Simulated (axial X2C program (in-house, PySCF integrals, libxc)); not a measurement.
Relativistic diatomic calculation, with input and output: CsSi

System: CsSi, single determinant with M_S = 3/2 and |Λ| = 0.
Method: PBE0, spin-free X2C-1e, Cs dyall-cv3z, Si dyall-v3z (cores contracted) (axial X2C program (in-house, PySCF integrals, libxc)).

Log:
```
spin-free X2C-1e  PBE0
basis functions 188  fitting functions 1012  grid points 5088
iter        total energy     max residual
   1      -8075.759355230     3.29e-05
   2      -8075.759355250     2.32e-05
   3      -8075.759355264     6.64e-06
   4      -8075.759355267     3.44e-06
   5      -8075.759355268     4.42e-07
converged
one-electron -11296.07523147  Coulomb 3310.65574337  exact exchange -52.96160144  xc functional -162.02386145  nuclear repulsion 124.64559572
```

The points of the curve:

```
R (Å)   E (hartree)  dipole (D; origin at the first atom, positive when the second is positive)  highest filled (eV)  lowest empty (eV)
2.844  −8075.748285                                                                       −8.13                −3.83              −1.09
2.975  −8075.754763                                                                       −8.74                −3.89              −1.15
3.073  −8075.757549                                                                       −9.19                −3.91              −1.19
3.171  −8075.758980                                                                       −9.62                −3.84              −1.24
3.269  −8075.759355                                                                      −10.05                −3.76              −1.29
3.383  −8075.758784                                                                      −10.53                −3.68              −1.34
3.498  −8075.757411                                                                      −11.00                −3.60              −1.40
3.645  −8075.754840                                                                      −11.58                −3.51              −1.48
3.825  −8075.750950                                                                      −12.23                −3.42              −1.56
4.086  −8075.744656                                                                      −13.06                −3.32              −1.69
```

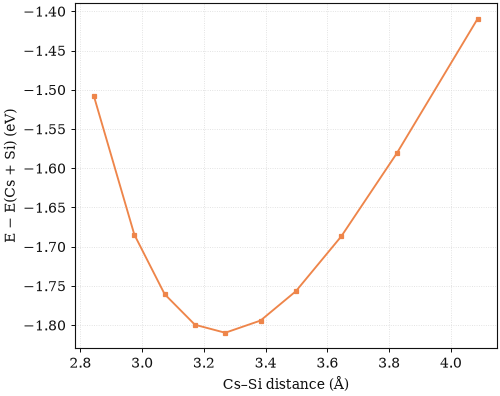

Fig. 1: Energy at 10 bond lengths, for one set of occupations held fixed; the line joins the points. A polynomial of degree 6 through 9 points gives rₑ = 3.261 Å, ωₑ = 165.7 cm⁻¹, ωₑxₑ = 0.58 cm⁻¹ and Bₑ = 0.06859 cm⁻¹. The minimum lies 1.81 eV below Cs + Si, each computed as one determinant at the same level.

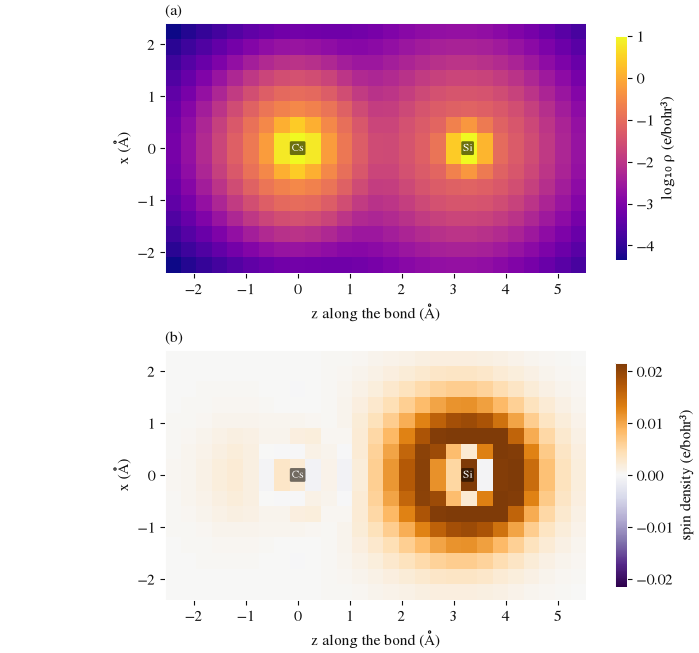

Fig. 2: (a) electron density on a logarithmic scale; (b) spin density, in a plane that holds the axis, at 3.27 Å, on points 0.3 Å apart (one half computed, the other mirrored); the structure near the nuclei is finer than these points.

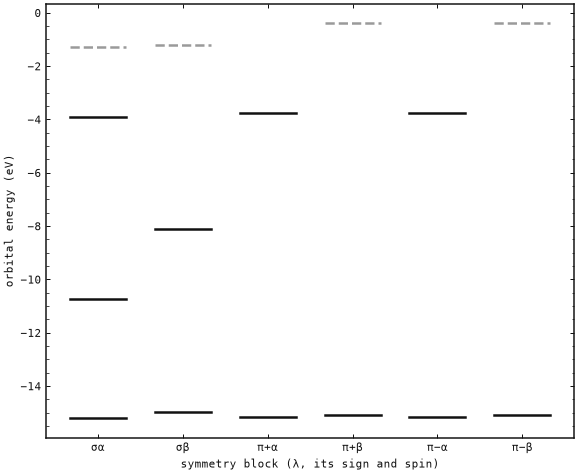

Fig. 3: Orbital energies near the frontier at 3.27 Å, filled (solid) and empty (dashed); a label such as π−α means λ = −1 and α spin. The highest filled orbital (π+α; 86 % Si p, 10 % Cs d) lies at −3.76 eV, the lowest empty one (σα; 74 % Cs s, 18 % Cs p) at −1.29 eV.

Input:
```
{"zs": [55, 14], "q": 0, "bas": ["dyall-cv3z", "dyall-v3z"], "levels": ["PBE0", "HF", "TPSS"], "cc": true, "r0": 3.48, "thr": -2.0, "nmax": 90, "npts": 10, "nst": 2, "ntry": 6}
```

The line is the task of a batch: nuclear charges, charge, bases, the levels to run, a first guess of the distance and further settings. This report covers PBE0 without spin-orbit coupling. The log is that of the reference distance 3.269 Å, started from orbitals converged before.

Launched within a batch (the task file carries these settings):
```bash
python <driver script> task.json out
```

Summary:

- outcome: converged
- bond length rₑ: 3.261 Å
- ωₑ: 165.7 cm⁻¹
- energy at the minimum: −8075.75936 hartree
- depth below the fragments: 1.81 eV
- largest ⟨S²⟩ along the curve: 3.75
- hardware: 1 thread of Arm Neoverse V2, 24 GiB of memory available, shared host
- wall time: 4.3 s
